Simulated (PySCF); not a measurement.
# C$_{5}$H$_{6}$O$_{3}$, SMILES `CC1OC=C1C(=O)O`: electronic structure

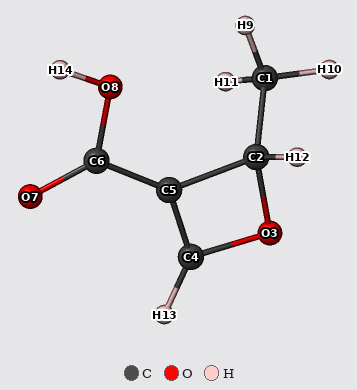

The molecule, with its atoms numbered as below. No frequency check shows the geometry to be a minimum.

Geometry (Å), atoms numbered from 1:

```
C1       1.6535    1.4554   -0.5061
C2       1.2163    0.3485    0.4239
O3       1.9082   -0.9163    0.1899
C4       0.7151   -1.4886   -0.0950
C5      -0.0588   -0.3966    0.0874
C6      -1.4572   -0.0546   -0.0051
O7      -2.3447   -0.8074   -0.3261
O8      -1.6849    1.2375    0.3120
H9       1.0000    2.3117   -0.3642
H10      2.6798    1.7418   -0.2922
H11      1.5862    1.1218   -1.5387
H12      1.3189    0.6308    1.4730
H13      0.6067   -2.5245   -0.3541
H14     -2.6337    1.4234    0.2392
```

### 1. Bonding charge

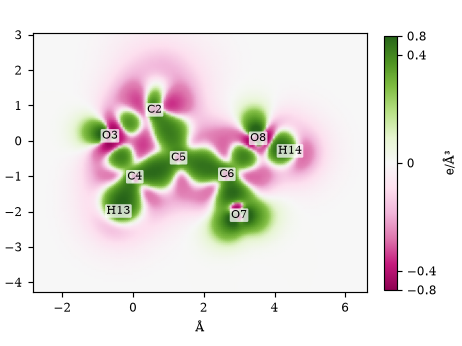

Deformation density (molecule less spherical, spin-averaged free atoms) in a plane through 9 of the atoms; colour scale in e/Å³, logarithmic beyond ±0.1; green: gain, pink: loss.

Method: B3LYP/def2-SVP; geometry: GFN2-xTB; program: PySCF.

> Describe the bonding that the map shows.

C4–H13: +0.79 e/Å³ at the bond critical point (bond length 1.07 Å, Mayer order 1.0). O8–H14: +0.74 e/Å³ at the bond critical point (bond length 0.97 Å, Mayer order 0.9). C4–C5: +0.68 e/Å³ at the bond critical point (bond length 1.35 Å, Mayer order 1.6). C6–O7: +0.65 e/Å³ at the bond critical point (bond length 1.21 Å, Mayer order 2.1). C5–C6: +0.59 e/Å³ at the bond critical point (bond length 1.44 Å, Mayer order 1.0). C2–C5: +0.48 e/Å³ at the bond critical point (bond length 1.51 Å, Mayer order 1.0). C6–O8: +0.24 e/Å³ at the bond critical point (bond length 1.35 Å, Mayer order 1.2). O3–C4: +0.23 e/Å³ at the bond critical point (bond length 1.35 Å, Mayer order 1.2). C2–O3: +0.08 e/Å³ at the bond critical point (bond length 1.46 Å, Mayer order 1.0); up to 0.6 Å beside the axis the gain reaches +0.27 e/Å³. In all, 3.2 electrons gather in the regions of gain relative to the promolecule. A small or negative value marks a very polar bond, one between electron-rich atoms, whose free-atom densities already overlap strongly, a long bond to a heavier atom, or a closed-shell contact such as a hydrogen bond.

> Where do the Hirshfeld charges lie?

The highest Hirshfeld charge is on C6 (+0.19 e), the lowest on O7 (−0.29 e).

```
atom  charge (e)
  C1       −0.10
  C2       +0.07
  O3       −0.11
  C4       +0.07
  C5       −0.07
  C6       +0.19
  O7       −0.29
  O8       −0.18
  H9       +0.05
 H10       +0.04
 H11       +0.04
 H12       +0.05
 H13       +0.08
 H14       +0.18
```

### 2. Electrostatic potential

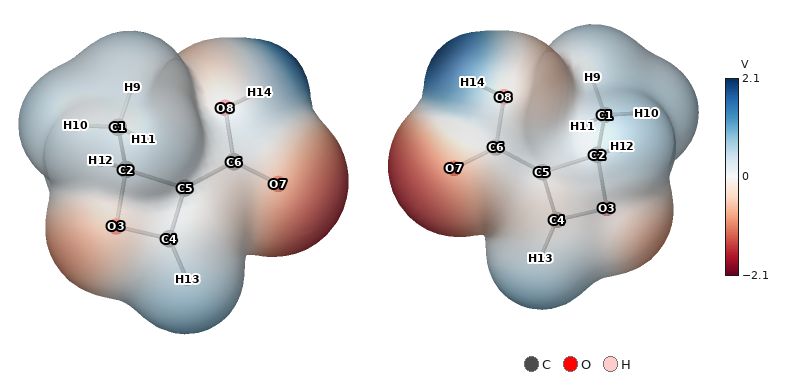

Electrostatic potential on the surface of electron density 0.001 a.u. (back view left, front view right).

> Where are the extremes of the potential on the surface?

Highest: 2.04 V, 1.2 Å from H14. Further maxima include 1.00 V, 1.3 Å from H13; 0.76 V, 1.4 Å from H12. Lowest: −1.64 V, 1.7 Å from O7. Further minima include −0.97 V, 1.7 Å from O3; −0.62 V, 1.7 Å from O8. The surface is sampled at points, so like sites can differ by a few per cent and only the strongest of them is named.

> What volume does the surface enclose, and what is the dipole moment?

About 133 Å³; the dipole moment is 2.0 D.

### 3. Excited states

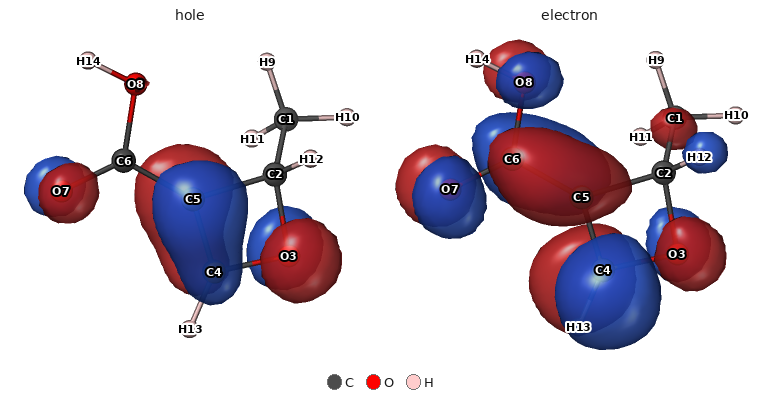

Leading natural transition orbital pair of S₂ (TDA singlet states); the surfaces enclose about 78 % of each orbital's density.

Method: PBE0/def2-SVP; geometry: GFN2-xTB; program: PySCF. Without diffuse functions Rydberg states are missing, so the states' numbers hold for this basis only.

> Give its energy and the atoms that hole and electron lie on.

6.00 eV (207 nm), f = 0.396 (bright); the leading pair carries 93 %; hole on C5 (31 %), O3 (29 %) and C4 (15 %), electron on C4 (28 %), C6 (18 %) and O7 (13 %); their centroids lie 0.6 Å apart. In canonical orbitals it is mainly HOMO → LUMO (91 %). The HOMO–LUMO gap is 6.00 eV.

### 4. Removing or adding an electron

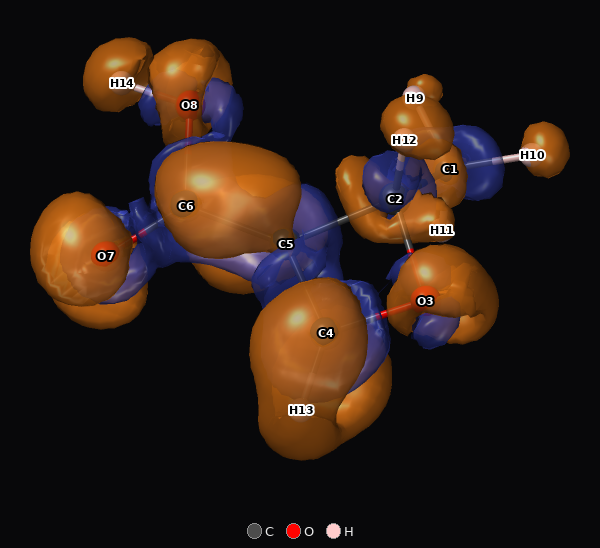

Fukui function f⁺ = ρ(N+1) − ρ(N) at fixed geometry, surfaces at ±0.02 e/Å³ (orange positive, blue negative).

Computed with PySCF, HF/6-311G**, geometry: GFN2-xTB.

> On which atoms does the density change most on addition of an electron?

f⁺ (Hirshfeld-condensed) is largest on C4 (0.21), O7 (0.14) and C6 (0.14); the vertical electron affinity is −1.49 eV (the stability of the anion's solution wasn't checked; negative, but this basis has no diffuse functions, so it doesn't show that the anion is unbound). Condensed values hint at sites of nucleophilic attack but needn't mark the atom that reacts. Orbital relaxation makes it negative in places (0.30 e in all).

### 5. Magnetic shielding

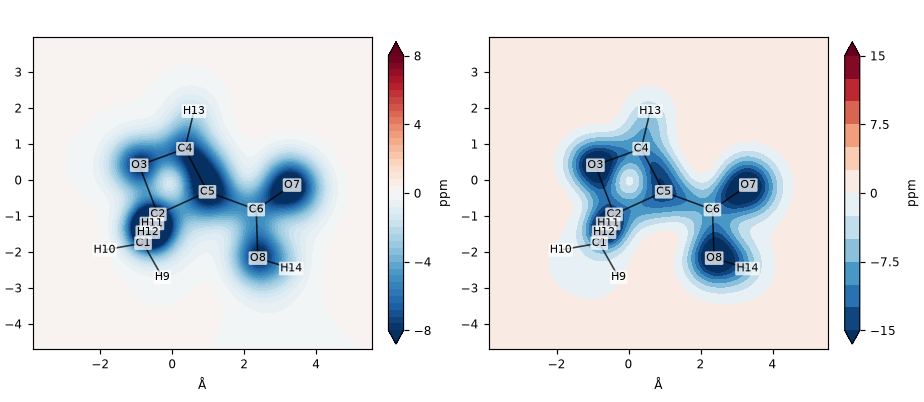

Isotropic NICS 1.0 Å above the plane of the 4-membered ring C2/O3/C4/C5 (left) and NICSzz (the component normal to the ring) 1.0 Å above the plane of the same ring (right); GIAO shieldings; atoms are projected onto the map; negative values mean shielding.

Computed with PySCF, BP86/def2-SVP, geometry: GFN2-xTB.

> What does the map say about the ring?

It is neither clearly shielded nor deshielded above its centre; an sp³ atom breaks the ring's conjugation, so the values mix its σ bonds and separate π bonds and show no closed π ring current: NICS(0) = −3.7, NICS(1) = −1.8, NICS(1)zz = −2.1 ppm.

The PySCF runs shown took 49 s, 6.7 min, 42 s and 100 s on 1 thread of Intel(R) Xeon(R) Processor @ 2.50GHz (Skylake/Cascade Lake) (shared host).
